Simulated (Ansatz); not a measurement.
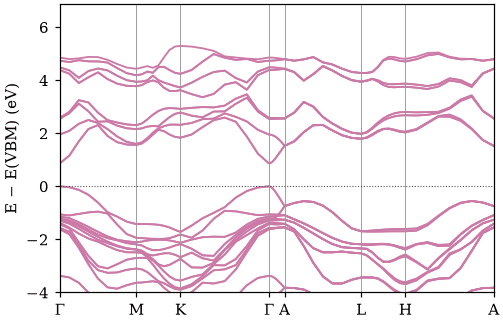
*Band structure from DFT-r²SCAN+D4 with spin–orbit coupling in the program Ansatz with PAW potentials*

Problem. Read off the gap and where the band edges lie.

Solution. About 0.9 eV (0.86 eV by a search for the band edges); maximum at Γ, minimum at Γ.

The material is InSe in space group P6_3/mmc (No. 194; In on 4f, Se on 4f).

Symmetry was held in the r²SCAN+D4 relaxation.

Potentials: the later of the program's two PAW sets.
